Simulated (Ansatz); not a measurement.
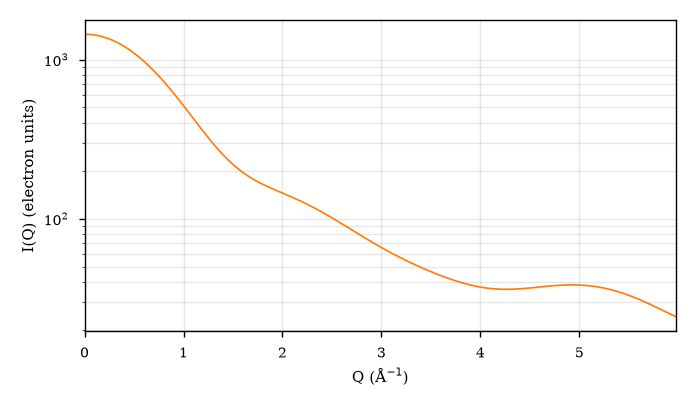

Elastic X-ray scattering of a randomly oriented, rigid molecule, calculated with the Debye equation from neutral-atom form factors (independent atoms, no Compton part, no vibration). The geometry is the end point of an optimisation (Ansatz 0.2.0, RKS BLYP-D4/STO-3G); it may be a saddle point or a higher isomer. It contains N, C, F, H.

How many electrons does the independent-atom model of the molecule hold?

I(0) is the square of the electron number: I(0) = 1440, so about 38 electrons, the count of C3H4FN.

What radius of gyration does the initial fall-off give?

From I(Q) ≈ I(0) exp(−Q²R²/3) at small Q, R ≈ 1.82 Å. It is larger than the electron-weighted radius of the nuclear positions alone (1.67 Å), because each atom's electron cloud adds to it.
